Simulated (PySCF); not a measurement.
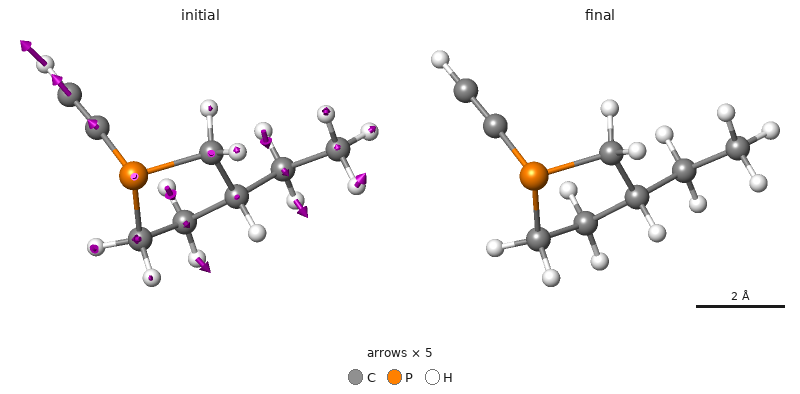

The structure of C$_{8}$H$_{13}$P before (left) and after (right) a relaxation, at one scale. The purple arrows give the displacements, 5 times their true length.

Style: ball-and-stick. Shown face on.

The start comes from GFN2-xTB. Its atoms were then displaced at random by about 0.01 Å.

These are results of PBE0-D3(BJ)/def2-SVP geometry optimisation, gas phase in PySCF, not measurements. 

Q: Summarise the run.

A: The largest move after the best rigid fit is that of an H atom, 0.19 Å. Largest moves by element: H 0.19 Å, C 0.14 Å, P 0.03 Å. Some distances before and after: C–C 1.172 → 1.217 Å, C–H 1.067 → 1.100 Å, C–C 1.499 → 1.521 Å, C–P 1.757 → 1.777 Å. Bond angles that change, for instance: H–C–H 110.8° → 107.4°, P–C–H 107.5° → 110.4°, C–C–H 114.0° → 111.2°. Over 6 geometry steps the energy falls by 26.3 kJ/mol. The run took 2.5 min on 1 thread of Arm Neoverse V2 (shared host).
